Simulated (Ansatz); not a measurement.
# Strength of the B–H bond: BH(CH3)Cl → B(CH3)Cl + H

Species: BH(CH3)Cl, singlet; B(CH3)Cl, doublet; H atom, doublet. 

Shapes, held fixed at every level: PBE0-D4/def2-TZVP. Programs: Ansatz 0.2.0. The zero-point and thermal change to 298 K, harmonic and unscaled (PBE0-D4/def2-TZVP), is -21.7 kJ/mol.

```tsv
level	kind	ΔH(298 K) (kJ/mol)	less CCSD(T)/CBS estimate	CPU time (sum over the molecules)
PBE-D4/def2-TZVPP	GGA	+413.7	-24.7	7.3 s
r2SCAN-D4/def2-TZVPP	meta-GGA	+413.0	-25.4	14 s
B3LYP-D4/def2-TZVPP	global hybrid	+430.7	-7.7	9.9 s
PBE0-D4/def2-TZVPP	global hybrid	+417.3	-21.1	8.2 s
B2PLYP/def2-TZVPP	double hybrid	+430.0	-8.4	12 s
MP2/def2-SVP	perturbation theory	+412.0	-26.4	–
MP2/def2-TZVPP	perturbation theory	+424.2	-14.2	–
CCSD(T)/CBS estimate	coupled cluster or CI	+438.4	0.0	2.2 min
```

The highest level, CCSD(T)/CBS estimate, gives ΔH(298 K) = +438.4 kJ/mol; the levels span +412.0 to +438.4. The column of differences is taken from that level and isn't an error. No measured value is set beside it here. Open shells run unrestricted unless RO is named. The CBS estimate extrapolates MP2 from def2-TZVPP and def2-QZVPP and adds CCSD(T) − MP2 in the triple-zeta set, cores frozen. Times are processor times on shared x86 and Arm servers, and rough.

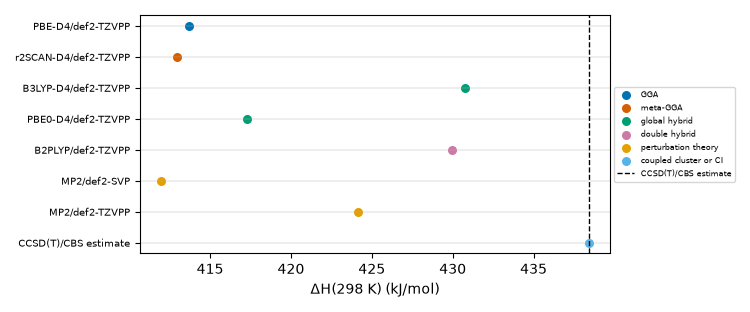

The values of the table, level by level.
